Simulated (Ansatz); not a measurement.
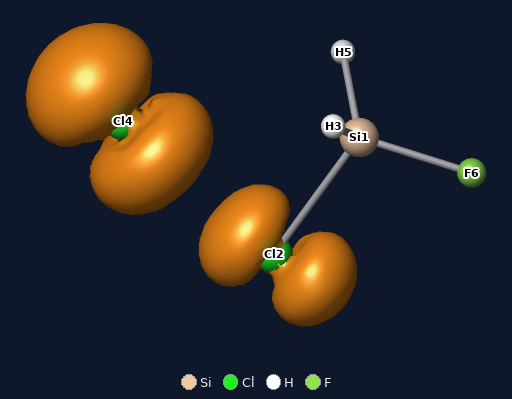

ClFH$_{2}$Si···Cl (doublet). Isosurface of the spin density at +0.03 e/Å³ (orange), seen at a tilt.

Theory: UKS BLYP-D4/6-31G* (Ansatz).

```yaml
atoms:
  - { symbol: Si, position_ang: [0.3414, -0.1618, 1.1667] }
  - { symbol: Cl, position_ang: [-1.6281, 0.6014, 1.4293] }
  - { symbol: H, position_ang: [1.2054, 0.9792, 0.7845] }
  - { symbol: Cl, position_ang: [-1.2735, 1.1356, -1.3292] }
  - { symbol: H, position_ang: [0.2498, -1.2887, 0.2097] }
  - { symbol: F, position_ang: [0.7909, -0.7190, 2.6174] }
```

> Which atoms carry the spin?

The unpaired spin (1 electron) lies mostly on Cl4 (about 0.8) and Cl2 (about 0.2), in electrons by Hirshfeld's partition.
